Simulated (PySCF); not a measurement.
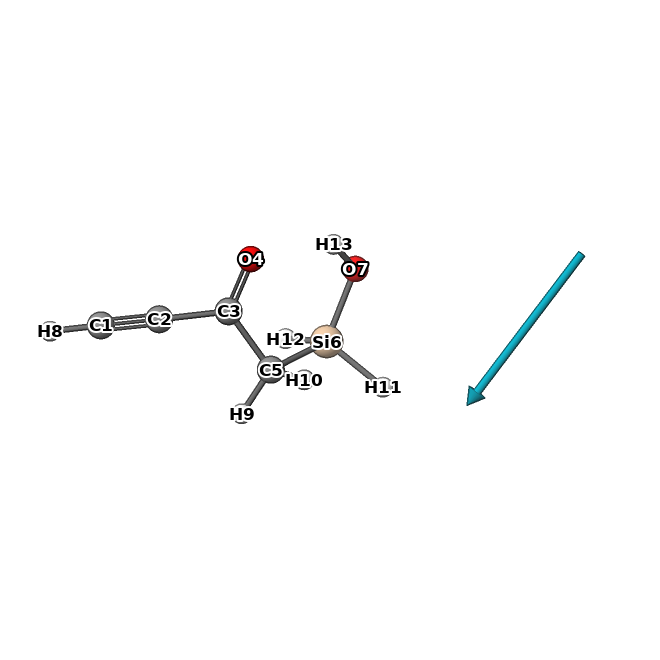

The arrow beside the molecule shows the direction of the dipole moment, from the negative to the positive end (its length means nothing). The computed structure is the end point of a GFN2-xTB optimisation. No frequency run is at hand to confirm it as a minimum. Method: B3LYP/def2-SVPD, gas phase (PySCF 2.14.0).

Estimate the dipole moment.

3.56 D; it points from the side of H13 to the side of H8 (the outermost atoms at the two ends).

The geometry is semi-empirical. Around Si such bond lengths and angles can be off by a tenth of an ångström or more and by several degrees, and values that hang on the shape move with them.
